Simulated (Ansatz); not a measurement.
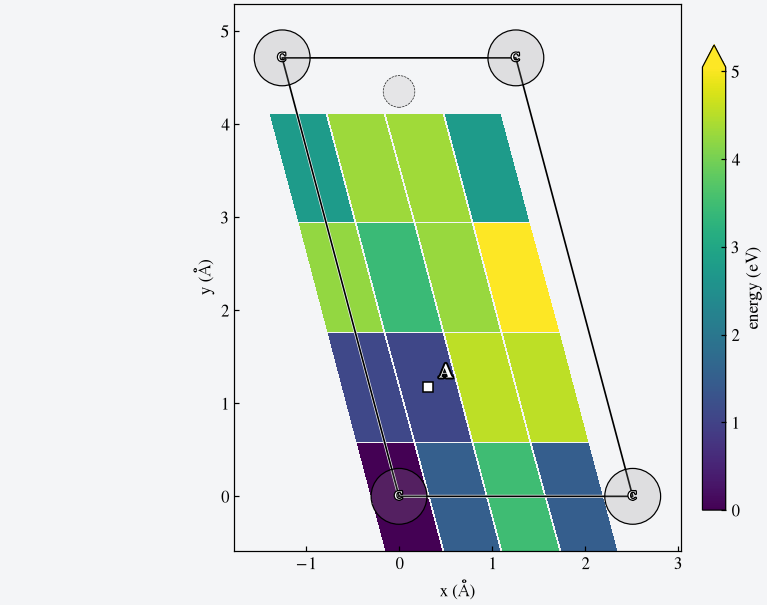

O on a C(101) slab cut from the P6_3/mmc phase, its upper half relaxed before the scan (20 atoms of substrate and one adsorbate in a 2 × 1 cell). O is moved over the surface cell; relaxed at each place: the height of the adsorbate's atoms; substrate rigid; the origin of the map has the adsorbate above C19. Places are given modulo a cell vector. The map is drawn in real space over the plane of the surface. The grid has 4 × 4 points. Places are given in fractions of the 1 × 1 surface cell. Energies: eV, counted from the lowest grid point. Energies and slopes of some neighbouring points disagree (a jump in structure or state, or too coarse a mesh). The relaxed height changes by up to 0.8 Å between neighbouring points. The magnetic moment jumps between some neighbouring points. These are results of DFT PBE, scalar-relativistic, plane waves, PAW (Ansatz 0.2.0), not measurements. Settings: cutoff 420 eV, k-mesh 6×6×1, gaussian smearing 0.05 eV, spin-polarised.

Drawn: one coloured cell a grid point, labelled circles for the atoms of the top layer and small ones for the second layer, the outline of one cell of the plane, one colour for all values above the top of the scale, the point A.

> Is A at rest? If not, where is it pushed?

A, at (1/4, 1/4) of the cell vectors, is not a stationary point. The computed force is 3.8 eV/Å in the plane, pointing left in the picture (components −3.7 and 0.6 eV/Å).

PAW datasets: the set soft_1.
